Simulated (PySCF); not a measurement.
# C3H10NSi3 (doublet): what the fields show

```json
{"atom": "C", "x (Å)": "-2.6425", "y (Å)": "0.8084", "z (Å)": "-0.5357"}
{"atom": "Si", "x (Å)": "-1.1557", "y (Å)": "0.6364", "z (Å)": "0.6240"}
{"atom": "C", "x (Å)": "-0.0755", "y (Å)": "-0.8263", "z (Å)": "0.0265"}
{"atom": "C", "x (Å)": "0.3674", "y (Å)": "-0.5648", "z (Å)": "-1.2930"}
{"atom": "N", "x (Å)": "0.7567", "y (Å)": "-0.3219", "z (Å)": "-2.3453"}
{"atom": "Si", "x (Å)": "1.4623", "y (Å)": "-1.2215", "z (Å)": "1.1259"}
{"atom": "Si", "x (Å)": "2.9980", "y (Å)": "0.4219", "z (Å)": "0.8216"}
{"atom": "H", "x (Å)": "-2.3163", "y (Å)": "0.9589", "z (Å)": "-1.5617"}
{"atom": "H", "x (Å)": "-3.2676", "y (Å)": "-0.0809", "z (Å)": "-0.5168"}
{"atom": "H", "x (Å)": "-3.2648", "y (Å)": "1.6538", "z (Å)": "-0.2579"}
{"atom": "H", "x (Å)": "-1.5832", "y (Å)": "0.3245", "z (Å)": "1.9935"}
{"atom": "H", "x (Å)": "-0.3401", "y (Å)": "1.8560", "z (Å)": "0.6201"}
{"atom": "H", "x (Å)": "-0.6981", "y (Å)": "-1.7246", "z (Å)": "0.0003"}
{"atom": "H", "x (Å)": "0.8438", "y (Å)": "-1.5561", "z (Å)": "2.4276"}
{"atom": "H", "x (Å)": "1.9969", "y (Å)": "-2.5054", "z (Å)": "0.6342"}
{"atom": "H", "x (Å)": "4.2875", "y (Å)": "0.3162", "z (Å)": "1.5109"}
{"atom": "H", "x (Å)": "2.6240", "y (Å)": "1.8375", "z (Å)": "0.8757"}
```

Geometry: GFN2-xTB.

Theory: UKS B3LYP, pcH-1 on C H N Si, non-relativistic, mean-field spin-orbit, GIAO in PySCF.

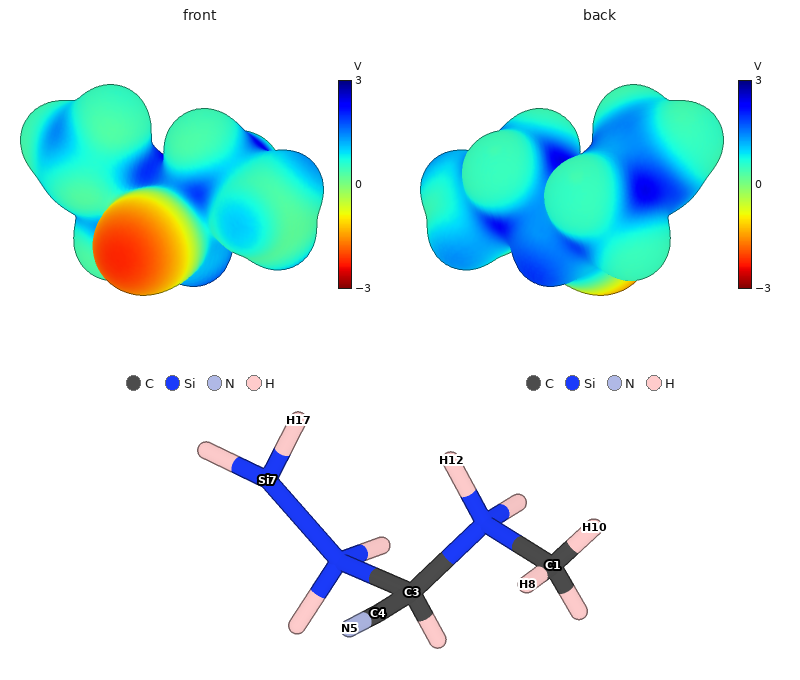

Figure 1. The electrostatic potential painted on the density surface at 0.004 e/bohr³, seen from the front and from behind; the colour scale runs from red (negative) to blue (positive). The bare structure is drawn below in the same view.

> Describe the electrostatic potential map.

The most negative region (about −2.2 V) lies over N5, the most positive (about +2.4 V) over Si2 and Si6. N5 is the likeliest acceptor of a hydrogen bond.

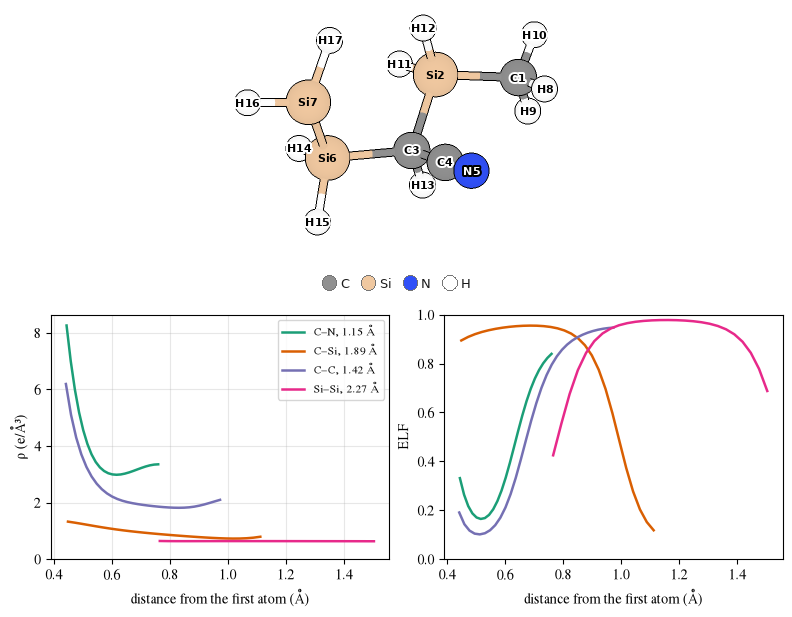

Figure 2. Electron density and electron localisation function along straight lines between neighbouring atoms. The curves leave out the atomic cores. The structure is drawn too.

> Compare the contacts.

C–N (1.15 Å): ρ at the midpoint is about 3.1 e/Å³; the ELF is about 0.25 at the midpoint.
C–Si (1.89 Å): ρ is about 0.75 e/Å³ halfway; the ELF peaks at about 0.95 between the atoms; a shared electron pair.
C–C (1.42 Å): ρ at the midpoint is about 1.9 e/Å³; the ELF peaks at about 0.95 between the atoms: localised, covalent bonding.
Si–Si (2.27 Å): ρ at the midpoint is about 0.64 e/Å³; the ELF peaks at about 1 between the atoms (a shared electron pair).
